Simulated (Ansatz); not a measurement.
GeH5NOSi

The calculation's input:

```
crystal:
  periodic: [false, false, false]
  atoms:
    - {symbol: Ge, position_ang: [-0.642486, 1.167866, -0.755005]}
    - {symbol: N, position_ang: [0.773801, 1.241378, -1.931187]}
    - {symbol: O, position_ang: [-0.229410, -0.408840, 0.072310]}
    - {symbol: Si, position_ang: [0.919303, -1.620329, 0.091147]}
    - {symbol: H, position_ang: [0.875192, 2.008064, -2.602606]}
    - {symbol: H, position_ang: [1.509008, 0.534425, -2.041559]}
    - {symbol: H, position_ang: [1.706936, -1.671748, -1.200882]}
    - {symbol: H, position_ang: [1.898993, -1.408088, 1.215273]}
    - {symbol: H, position_ang: [0.246449, -2.952240, 0.275717]}
basis:
  gaussian: {orbitals: def2-TZVPD}
hamiltonian: {xc: pbe0}
output: {forces: true, orbitals: {seedname: orbitals}}
```

Run with:

```sh
ansatz run input.yaml --threads 2 --pin off --max-ram 4350MiB --events-out events.jsonl --progress --plain --runs-dir runs
```

Geometry: PBE-D3(BJ)/def2-SVP.

All numbers below come from isolated molecule in a Gaussian basis; Kohn-Sham density functional theory, functional PBE0 in Ansatz.

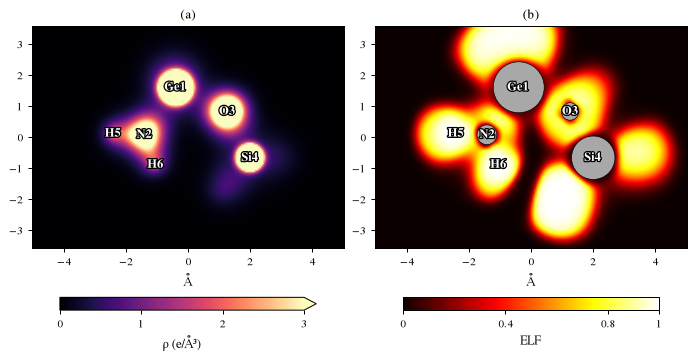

Figure 1. (a) total electron density; (b) ELF on the plane of atoms Ge1, O3 and Si4. Grey discs cover the atomic cores in the ELF map.

Read the bonding off the picture.

Answer. The section cuts through Ge, N, O, Si and H sites.
Si–O (1.67 Å): the density is about 1.1 e/Å³ at the midpoint; the ELF peaks at about 0.85 between the atoms (a shared but strongly polarised pair).
Ge–O (1.83 Å): the density is about 0.85 e/Å³ at the midpoint; the ELF peaks at about 0.85 in the valence shell of O, 0.6 Å from its nucleus, and is about 0.30 at the midpoint.
Ge–N (1.84 Å): ρ is about 0.93 e/Å³ halfway; the ELF peaks at about 0.90 in the valence shell of N, 0.6 Å from its nucleus, and is about 0.40 at the midpoint.
N–H (1.02 Å): ρ at the midpoint is about 2.8 e/Å³; the ELF climbs to about 1 towards the hydrogen, as it does in any bond to H (a covalent bond by its length).
The ELF also peaks beside O3, away from the bonds: lone-pair regions.

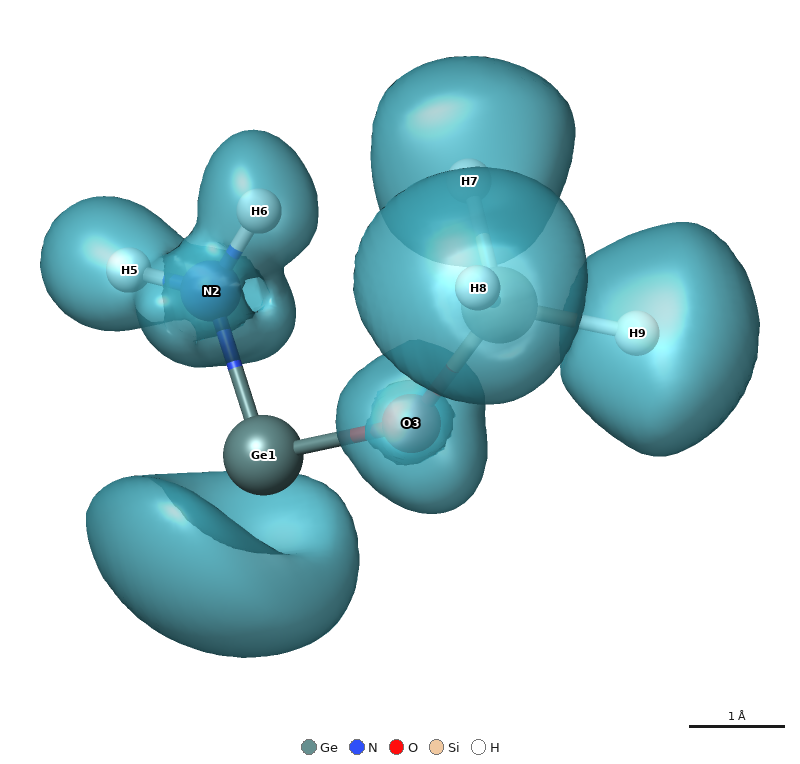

Figure 2. Isosurface of the ELF at 0.75 (cyan), seen at a tilt. Core shells and regions of very low density are left out.

Where are the electrons localised?

Answer. At this value the surface marks out three regions around hydrogen nuclei, one lobe on Ge, pointing away from the bonds (lone pairs), one region wrapped around O (its valence shell) and one joined region spread over several atoms (H, N), in which their bonds and any lone pairs are merged.

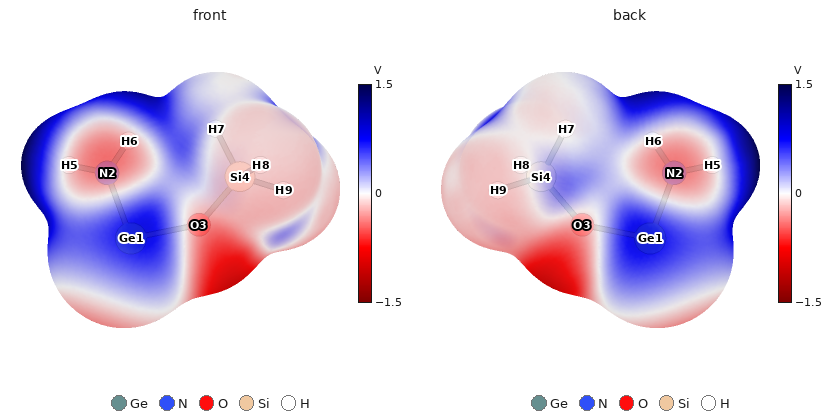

Figure 3. The molecular electrostatic potential painted on the density surface at 0.001 e/bohr³, seen from the front and from behind; red is negative and blue positive.

Describe the electrostatic potential map.

Answer. The most negative region (about −1.0 V) lies over O3, the most positive (about +1.5 V) over H5.
